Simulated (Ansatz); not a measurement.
# Geometry relaxation of Hf3H12O12 (charge −1) (part 2 of 3)

Hf3H12O12, charge −1, multiplicity 2; UKS PBE-D4/def2-SVP (Ansatz 0.2.0). The geometry: PBE-D4/def2-SVP start.

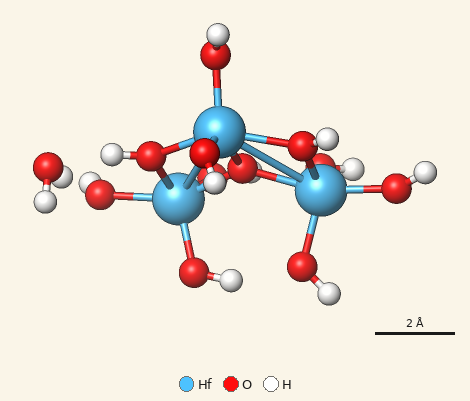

The geometry at step 10 of the log (ball-and-stick view, seen at a tilt).

**Trajectory as extended XYZ (Å, eV, eV/Å), 18 of the 33 frames kept, from step=1 to step=33**
```
27
Properties=species:S:1:pos:R:3:forces:R:3 step=1 energy=-28661.57449
Hf   -0.3767    0.7594   -1.5894    0.2385  -0.2593   0.5733
Hf    2.2798    0.0710    1.0597    0.1309  -0.2839   0.6324
Hf   -1.0968   -0.6786    1.4351    0.4535  -0.2067   0.2192
O    -3.9273   -0.2110   -2.0706   -0.3112   0.0652  -0.1169
O    -1.5887   -2.5618    1.4955   -0.2154  -0.0993   0.0626
O     0.6866   -0.6603   -2.4225   -0.0645  -0.0176  -0.2777
O     0.3492    0.3359    0.3590   -0.2197   0.1758  -0.4219
O    -2.0491    0.3598    2.7752   -0.0406   0.2034   0.0576
O    -1.8946    1.2639   -2.8794   -0.3533   0.0670  -0.2678
O    -1.9729   -0.1631   -0.3838   -0.2597   0.1180  -0.4108
O     2.8387   -1.0205   -0.5123   -0.2211  -0.0671  -0.3591
O     0.8441   -0.9375    2.3878   -0.1942   0.2669  -0.4239
O     0.6680    2.4135   -1.4908   -0.0156   0.2414  -0.2001
O     2.6281    1.9937    0.6214   -0.1622   0.3408  -0.2497
O     3.6820   -0.2382    2.4001    0.0918   0.0219  -0.1167
H    -3.8394   -1.0176   -2.6119    0.0917  -0.0693   0.0056
H    -3.3054    0.4398   -2.5312    0.1509   0.0361   0.0286
H    -1.6209   -3.4856    1.2173    0.0742  -0.0343  -0.0230
H     1.5406   -0.9131   -1.9954    0.1243  -0.0307   0.2055
H    -2.7918    0.5171    3.3725   -0.0953  -0.0687   0.0940
H    -1.9874    2.0939   -3.3761    0.0516  -0.0118   0.0632
H    -2.8558   -0.2913   -0.8835    0.2799  -0.0071   0.2396
H     3.7204   -1.3506   -0.7511    0.1995  -0.0118   0.0686
H     1.0735   -1.4500    3.1811    0.1096  -0.1939   0.3076
H     1.3928    2.5536   -0.8360    0.0917  -0.0861   0.1529
H     3.4133    2.5307    0.8161    0.1000  -0.0702   0.0709
H     4.1896   -0.3528    3.2132   -0.0351  -0.0187   0.0859
27
Properties=species:S:1:pos:R:3:forces:R:3 step=3 energy=-28661.69554
Hf   -0.3480    0.7467   -1.5943    0.0324   0.0785  -0.1571
Hf    2.2813    0.0609    1.0875    0.0635   0.1005  -0.0286
Hf   -1.0880   -0.6803    1.4399   -0.1548   0.0199  -0.0515
O    -3.9521   -0.2045   -2.1394    0.1437  -0.4558  -0.2590
O    -1.6710   -2.5468    1.5348   -0.0727  -0.0194   0.0062
O     0.7230   -0.6505   -2.4729    0.5438  -0.1034   0.3310
O     0.3453    0.3384    0.3239    0.0378  -0.0769   0.1006
O    -2.0879    0.3518    2.7716   -0.1860   0.0896   0.1369
O    -1.9008    1.2632   -2.8968    0.0345   0.0950   0.0177
O    -1.9731   -0.1323   -0.4069   -0.0441  -0.0850   0.0585
O     2.7947   -0.9922   -0.5553    0.0316  -0.0350  -0.0944
O     0.8253   -0.9115    2.3863    0.0503  -0.0888   0.1478
O     0.6731    2.4336   -1.5400    0.0253  -0.0045   0.0074
O     2.5797    1.9971    0.5528   -0.0211  -0.0268  -0.0133
O     3.7157   -0.2343    2.3927    0.0479   0.0067  -0.0499
H    -3.6937   -1.0504   -2.5790   -0.1409   0.4563   0.2123
H    -3.2770    0.4449   -2.5368   -0.0184   0.0210  -0.0455
H    -1.6275   -3.4879    1.3082    0.0709   0.1314   0.0108
H     1.5720   -0.8859   -1.9711   -0.5663   0.1333  -0.2793
H    -2.7880    0.3795    3.4534    0.2738  -0.1245  -0.2486
H    -2.0032    2.1543   -3.2791    0.0394  -0.1609   0.0819
H    -2.8618   -0.2525   -0.8742    0.0777   0.0265   0.1146
H     3.6988   -1.3273   -0.7210   -0.0845   0.0574   0.0738
H     1.0641   -1.4077    3.2047   -0.0192   0.0487  -0.0683
H     1.4145    2.5160   -0.8818   -0.0848  -0.0216  -0.0001
H     3.3981    2.4795    0.7700   -0.0091  -0.0688   0.0185
H     4.1864   -0.4021    3.2228   -0.0705   0.0069  -0.0225
27
Properties=species:S:1:pos:R:3:forces:R:3 step=5 energy=-28661.76069
Hf   -0.3447    0.7326   -1.6101    0.0291  -0.1034  -0.0969
Hf    2.2737    0.0462    1.0733   -0.0825  -0.0260  -0.0751
Hf   -1.1040   -0.6553    1.4431    0.0743  -0.0659  -0.0691
O    -3.9497   -0.1817   -2.1939    0.0747   0.1203  -0.0526
O    -1.7141   -2.5076    1.6252   -0.0378  -0.1837   0.0049
O     0.7413   -0.6437   -2.5003   -0.0623   0.0336   0.0097
O     0.3469    0.2914    0.3016    0.0215   0.0737   0.0437
O    -2.1137    0.4266    2.7315   -0.2715   0.0550   0.3421
O    -1.8800    1.2533   -2.9183    0.0250   0.1127  -0.0007
O    -1.9697   -0.1651   -0.4210   -0.0287   0.0317   0.0050
O     2.7641   -0.9968   -0.5891    0.0267  -0.0074   0.0487
O     0.8168   -0.8874    2.4097    0.0129   0.0259  -0.0160
O     0.6449    2.4365   -1.5426    0.0329   0.0049   0.1055
O     2.5524    1.9841    0.5480    0.0483  -0.0029   0.0452
O     3.7434   -0.2502    2.3388    0.0797  -0.0009   0.0600
H    -3.6943   -1.0070   -2.6460   -0.0130  -0.0732  -0.0111
H    -3.2732    0.4724   -2.5877   -0.0883  -0.0718   0.0883
H    -1.4844   -3.4290    1.4167    0.0054   0.1514   0.0314
H     1.5495   -0.9045   -1.9789    0.0407  -0.0014  -0.0132
H    -2.6934    0.1889    3.4890    0.2369   0.0127  -0.2869
H    -1.9549    2.1762   -3.2196   -0.0123  -0.0626  -0.0048
H    -2.8652   -0.2511   -0.8698   -0.0076  -0.0153  -0.0310
H     3.6751   -1.3250   -0.7118    0.0052  -0.0026  -0.0033
H     1.0457   -1.3382    3.2545   -0.0110  -0.0060  -0.0026
H     1.3611    2.5172   -0.8565   -0.0312   0.0110  -0.0711
H     3.3850    2.4234    0.8047   -0.0403  -0.0027  -0.0278
H     4.1411   -0.4064    3.2093   -0.0267  -0.0071  -0.0225
27
Properties=species:S:1:pos:R:3:forces:R:3 step=7 energy=-28661.76330 accepted=F
Hf   -0.3485    0.7250   -1.6333    0.0562   0.0323  -0.0675
Hf    2.2552    0.0110    1.0624    0.0520  -0.0027  -0.0622
Hf   -1.1353   -0.6221    1.4240    0.0820  -0.1902  -0.0106
O    -3.9801   -0.1496   -2.2006    0.0230   0.0094  -0.0038
O    -1.6966   -2.4932    1.6410   -0.0840   0.0430   0.0228
O     0.7756   -0.6178   -2.5284   -0.0335   0.0200   0.0022
O     0.3450    0.2703    0.2763   -0.1017   0.1229  -0.0101
O    -2.1612    0.4161    2.7547    0.0146   0.0242   0.0197
O    -1.8766    1.2577   -2.9434    0.0220   0.0016   0.0053
O    -1.9937   -0.1318   -0.4441    0.0188  -0.0002   0.0272
O     2.7907   -1.0202   -0.5895    0.0108  -0.0036   0.0114
O     0.7731   -0.8361    2.4256   -0.0095   0.0254  -0.0013
O     0.6255    2.4361   -1.5235   -0.0199  -0.0087   0.0024
O     2.5795    1.9477    0.5740   -0.0268   0.0225  -0.0452
O     3.7223   -0.3475    2.3343    0.0407   0.0737   0.2149
H    -3.7658   -0.9956   -2.6371    0.0014  -0.0078  -0.0095
H    -3.2900    0.4748   -2.6059   -0.0096   0.0188   0.0004
H    -1.3205   -3.3710    1.4668    0.0425  -0.0021   0.0029
H     1.5958   -0.8719   -2.0238   -0.0230  -0.0148   0.0090
H    -2.4567    0.0174    3.5994   -0.0306   0.0099  -0.0006
H    -1.9451    2.1686   -3.2774   -0.0157  -0.0240  -0.0018
H    -2.8858   -0.2180   -0.9022   -0.0159   0.0057   0.0055
H     3.7008   -1.3540   -0.6982    0.0174  -0.0076  -0.0013
H     0.9701   -1.2907    3.2768    0.0085  -0.0125  -0.0084
H     1.3508    2.5110   -0.8512    0.0045  -0.0111   0.0070
H     3.4248    2.4030    0.7411   -0.0228  -0.0572   0.0213
H     3.9467   -0.3192    3.2821   -0.0016  -0.0671  -0.1295
27
Properties=species:S:1:pos:R:3:forces:R:3 step=9 energy=-28661.78193
Hf   -0.3512    0.7530   -1.6216   -0.0142   0.0068  -0.0368
Hf    2.2570    0.0341    1.0493    0.0015  -0.0536  -0.0275
Hf   -1.1220   -0.6346    1.4263   -0.0005  -0.0195   0.0037
O    -3.9572   -0.1547   -2.2012   -0.2958   0.1101   0.2654
O    -1.7300   -2.4885    1.6973    0.0807  -0.1849  -0.0193
O     0.7650   -0.6001   -2.5076    0.0475  -0.0133   0.0417
O     0.3351    0.3344    0.3014    0.0065   0.0151  -0.0072
O    -2.1407    0.4328    2.7410   -0.0599  -0.0772   0.1235
O    -1.8790    1.2708   -2.9357    0.0358   0.0093   0.0093
O    -1.9803   -0.1539   -0.4441    0.1039   0.0006   0.0771
O     2.8049   -1.0144   -0.5830   -0.0495   0.0391   0.0101
O     0.7949   -0.8731    2.3953   -0.0084   0.0526  -0.0192
O     0.6211    2.4652   -1.5291    0.0238   0.0123   0.0216
O     2.5711    1.9692    0.5383   -0.0695  -0.0127  -0.0222
O     3.7123   -0.2786    2.3448   -0.0927   0.0698  -0.2479
H    -3.7620   -0.9855   -2.6593    0.0852  -0.2894  -0.1722
H    -3.2792    0.4758   -2.5976    0.1683   0.1571  -0.1023
H    -1.3014   -3.3578    1.5747   -0.0861   0.1922   0.0249
H     1.5825   -0.8728   -2.0073   -0.0532   0.0158  -0.0376
H    -2.5479    0.0124    3.5307    0.0560   0.0656  -0.1273
H    -1.9631    2.1699   -3.2953    0.0039  -0.0048   0.0050
H    -2.8688   -0.2535   -0.9006   -0.0801   0.0100  -0.0483
H     3.6999   -1.3915   -0.6646    0.0528  -0.0322  -0.0099
H     1.0063   -1.3781    3.2130    0.0077  -0.0307   0.0360
H     1.3491    2.5404   -0.8580   -0.0200  -0.0098  -0.0233
H     3.4223    2.3996    0.7266    0.0713   0.0322   0.0182
H     3.9614   -0.4203    3.2661    0.0848  -0.0605   0.2644
27
Properties=species:S:1:pos:R:3:forces:R:3 step=10 energy=-28661.78486
Hf   -0.3462    0.7520   -1.6204   -0.0362   0.0234  -0.0200
Hf    2.2610    0.0379    1.0533    0.0051  -0.0379  -0.0489
Hf   -1.1169   -0.6348    1.4291    0.0204   0.0025  -0.0412
O    -3.9636   -0.1712   -2.1960    0.0312  -0.1263  -0.0784
O    -1.7311   -2.4862    1.6922   -0.1095   0.2019   0.0466
O     0.7581   -0.6029   -2.5185   -0.0132  -0.0047  -0.0007
O     0.3381    0.3401    0.3050    0.0016  -0.0072  -0.0099
O    -2.1382    0.4301    2.7408    0.0707   0.0929  -0.1363
O    -1.8763    1.2743   -2.9298   -0.0166  -0.0390   0.0335
O    -1.9765   -0.1522   -0.4402   -0.0179  -0.0096  -0.0123
O     2.7970   -1.0055   -0.5875    0.0410  -0.0042   0.0058
O     0.7987   -0.8663    2.4016   -0.0062   0.0219   0.0211
O     0.6252    2.4655   -1.5316   -0.0086  -0.0045  -0.0166
O     2.5717    1.9738    0.5376    0.0426   0.0270   0.0184
O     3.7137   -0.2672    2.3515    0.0613  -0.0241   0.2193
H    -3.7345   -1.0088   -2.6491   -0.0242   0.1584   0.0608
H    -3.2923    0.4759   -2.5959    0.0260  -0.0318   0.0068
H    -1.3222   -3.3532    1.5638    0.1045  -0.2203  -0.0348
H     1.5764   -0.8836   -2.0288    0.0089   0.0134   0.0280
H    -2.5775    0.0266    3.5116   -0.0921  -0.0856   0.1544
H    -1.9614    2.1770   -3.2785    0.0021   0.0249  -0.0078
H    -2.8668   -0.2515   -0.9019    0.0343   0.0157   0.0313
H     3.6888   -1.3941   -0.6724   -0.0299   0.0081   0.0089
H     1.0130   -1.3785    3.2153   -0.0004   0.0002  -0.0090
H     1.3541    2.5401   -0.8629    0.0136  -0.0007   0.0127
H     3.4220    2.4056    0.7403   -0.0396  -0.0245  -0.0116
H     3.9855   -0.4428    3.2714   -0.0686   0.0299  -0.2201
27
Properties=species:S:1:pos:R:3:forces:R:3 step=12 energy=-28661.79903
Hf   -0.3547    0.7765   -1.6206   -0.0239   0.0094   0.0975
Hf    2.2649    0.0324    1.0269   -0.1244  -0.0888   0.0761
Hf   -1.0947   -0.6366    1.4298    0.1434   0.0495  -0.0554
O    -3.9558   -0.1909   -2.1987    0.0272  -0.0406  -0.0485
O    -1.6739   -2.4952    1.7468   -0.0276  -0.0477   0.0298
O     0.7466   -0.5819   -2.5145    0.0302  -0.0098  -0.0096
O     0.3436    0.3624    0.2978   -0.0187  -0.0324   0.0356
O    -2.1879    0.3878    2.7258   -0.0945  -0.0988   0.1091
O    -1.9006    1.2926   -2.9106    0.0027   0.0337  -0.0339
O    -1.9788   -0.1166   -0.4219    0.0132  -0.0650   0.0090
O     2.8452   -0.9781   -0.6157    0.3921  -0.1653  -0.0376
O     0.7970   -0.6861    2.4970    0.0332  -0.1004   0.1236
O     0.6280    2.4844   -1.5358    0.0194   0.0082  -0.0124
O     2.5687    1.9799    0.5404    0.1424   0.0662  -0.0206
O     3.7008   -0.2867    2.3478    0.0554  -0.0250   0.0530
H    -3.6827   -1.0110   -2.6546   -0.0343   0.0158   0.0420
H    -3.2939    0.4749   -2.5819   -0.0008   0.0237   0.0076
H    -1.2409   -3.3490    1.5677   -0.0081   0.0807  -0.0137
H     1.5700   -0.8643   -2.0345   -0.0106   0.0019   0.0025
H    -2.6757   -0.0794    3.4377    0.0637   0.0734  -0.0862
H    -1.9892    2.1884   -3.2774   -0.0007  -0.0100   0.0058
H    -2.8686   -0.2288   -0.8769    0.0172  -0.0038  -0.0012
H     3.6629   -1.5245   -0.6307   -0.3680   0.2116   0.0155
H     1.0409   -1.3142    3.2211   -0.0689   0.1690  -0.2127
H     1.3624    2.5502   -0.8709   -0.0302  -0.0121  -0.0016
H     3.4561    2.3728    0.6494   -0.1147  -0.0595  -0.0146
H     3.9103   -0.5593    3.2564   -0.0147   0.0161  -0.0589
27
Properties=species:S:1:pos:R:3:forces:R:3 step=14 energy=-28661.81413
Hf   -0.3630    0.7781   -1.6093    0.0857  -0.0622  -0.0790
Hf    2.2501    0.0118    1.0369    0.0909   0.0082  -0.0989
Hf   -1.0837   -0.6254    1.4374   -0.0752  -0.0650  -0.0308
O    -3.9508   -0.1967   -2.2012    0.0167  -0.0282  -0.0361
O    -1.6842   -2.4763    1.7700   -0.0160  -0.1877   0.0429
O     0.7504   -0.5661   -2.5115   -0.0155   0.0100   0.0068
O     0.3412    0.3731    0.3043   -0.0376   0.0516   0.0222
O    -2.2206    0.3689    2.7254   -0.0572  -0.0732   0.1181
O    -1.8996    1.2977   -2.9110   -0.0115   0.0244   0.0079
O    -1.9696   -0.1617   -0.4267   -0.0124   0.0261  -0.0039
O     2.8724   -0.9254   -0.6372    0.3890  -0.2215  -0.0179
O     0.7815   -0.6195    2.5391    0.0757  -0.1258   0.2875
O     0.6245    2.4837   -1.5357   -0.0087   0.0365   0.0137
O     2.5848    1.9501    0.5214    0.0909   0.0862   0.0463
O     3.7103   -0.3189    2.3332    0.0298  -0.0423   0.0965
H    -3.6825   -1.0169   -2.6585   -0.0239   0.0102   0.0262
H    -3.2893    0.4697   -2.5845   -0.0020   0.0185   0.0119
H    -1.2632   -3.3258    1.5432   -0.0269   0.1530   0.0036
H     1.5789   -0.8396   -2.0349    0.0027   0.0116   0.0078
H    -2.6845   -0.1071    3.4467    0.0551   0.0755  -0.1026
H    -1.9897    2.1950   -3.2737   -0.0020  -0.0135   0.0052
H    -2.8634   -0.2589   -0.8760    0.0175  -0.0156  -0.0063
H     3.6674   -1.5029   -0.6370   -0.3725   0.2081  -0.0030
H     1.0210   -1.2714    3.2417   -0.0717   0.1831  -0.2328
H     1.3603    2.5417   -0.8719   -0.0042  -0.0106  -0.0020
H     3.4782    2.3292    0.6278   -0.1149  -0.0705  -0.0300
H     3.9230   -0.5863    3.2418   -0.0017   0.0131  -0.0535
27
Properties=species:S:1:pos:R:3:forces:R:3 step=16 energy=-28661.83022 accepted=F
Hf   -0.3513    0.7808   -1.6080    0.0884  -0.0554   0.0071
Hf    2.2424    0.0082    1.0239    0.0645   0.0669   0.0226
Hf   -1.0585   -0.6327    1.4440   -0.0601   0.0692   0.1045
O    -3.9418   -0.2187   -2.2033   -0.0296   0.0312   0.0389
O    -1.6937   -2.4745    1.8471    0.1063  -0.2836  -0.0961
O     0.7932   -0.5359   -2.5096   -0.0396  -0.0025  -0.0123
O     0.3347    0.4210    0.3148   -0.0260   0.0169  -0.0013
O    -2.2463    0.3284    2.7243    0.0160  -0.0624  -0.0081
O    -1.9028    1.3024   -2.8910   -0.0199   0.0045  -0.0092
O    -1.9413   -0.2145   -0.4380    0.0110  -0.0034   0.0157
O     2.9721   -0.7936   -0.6952    0.9446  -1.3329   0.1939
O     0.7746   -0.4446    2.6316    0.0545  -0.2537   0.0709
O     0.6175    2.5005   -1.5382    0.0073   0.0257   0.0543
O     2.5722    1.9627    0.5509    0.3543   0.1075  -0.0076
O     3.6998   -0.4120    2.3167   -0.0451  -0.0310  -0.0390
H    -3.6832   -1.0286   -2.6798    0.0187  -0.0333  -0.0289
H    -3.2842    0.4586   -2.5727    0.0099  -0.0017  -0.0080
H    -1.2601   -3.2893    1.5227   -0.0949   0.2494   0.0891
H     1.6339   -0.7758   -2.0343    0.0224   0.0336   0.0008
H    -2.7227   -0.1552    3.4274    0.0350   0.0379  -0.0595
H    -2.0006    2.2008   -3.2480   -0.0001   0.0004   0.0019
H    -2.8353   -0.3130   -0.8838    0.0063  -0.0107   0.0066
H     3.5353   -1.6318   -0.6236   -0.9882   1.3205  -0.1233
H     1.0179   -1.1881    3.2299   -0.0641   0.2306  -0.1757
H     1.3323    2.5556   -0.8503   -0.0243  -0.0041  -0.0483
H     3.5054    2.2667    0.5147   -0.3531  -0.1261  -0.0018
H     3.8906   -0.6775    3.2275    0.0060   0.0065   0.0129
27
Properties=species:S:1:pos:R:3:forces:R:3 step=18 energy=-28661.86744
Hf   -0.3449    0.7702   -1.6117    0.0155   0.0091   0.0285
Hf    2.2410    0.0021    1.0224    0.0377   0.0572  -0.0126
Hf   -1.0681   -0.6372    1.4412   -0.0136   0.0025  -0.0090
O    -3.9474   -0.2083   -2.1927   -0.0086  -0.0114  -0.0022
O    -1.7106   -2.4752    1.8599    0.0091  -0.0373  -0.0055
O     0.8098   -0.5318   -2.5226   -0.0012  -0.0030  -0.0039
O     0.3324    0.4111    0.3104    0.0271   0.0059   0.0297
O    -2.2400    0.3463    2.7117   -0.0163  -0.0224   0.0207
O    -1.9040    1.2957   -2.8873    0.0034  -0.0016  -0.0091
O    -1.9375   -0.2260   -0.4430   -0.0300  -0.0038  -0.0385
O     2.9866   -0.8012   -0.6812    0.2685  -0.3097   0.0311
O     0.7708   -0.4894    2.6041    0.0189  -0.0322   0.0449
O     0.6064    2.4997   -1.5253   -0.0025  -0.0011  -0.0126
O     2.5763    1.9579    0.5539    0.0478   0.0050   0.0059
O     3.6873   -0.4321    2.3168    0.0211  -0.0114   0.0853
H    -3.7051   -1.0196   -2.6777    0.0022   0.0033  -0.0013
H    -3.2840    0.4622   -2.5670   -0.0007  -0.0020   0.0082
H    -1.2591   -3.2792    1.5473    0.0015   0.0281   0.0032
H     1.6521   -0.7658   -2.0481    0.0071   0.0170  -0.0021
H    -2.7197   -0.1287    3.4175    0.0042   0.0198  -0.0181
H    -2.0057    2.1977   -3.2343    0.0050   0.0012   0.0036
H    -2.8328   -0.3197   -0.8888    0.0084  -0.0038   0.0082
H     3.5510   -1.6028   -0.6308   -0.3001   0.2837  -0.0347
H     1.0125   -1.2126    3.2187   -0.0047   0.0422  -0.0422
H     1.3343    2.5498   -0.8522   -0.0205   0.0031  -0.0014
H     3.4984    2.2737    0.5188   -0.0607  -0.0433  -0.0104
H     3.9002   -0.6366    3.2398   -0.0187   0.0047  -0.0659
```
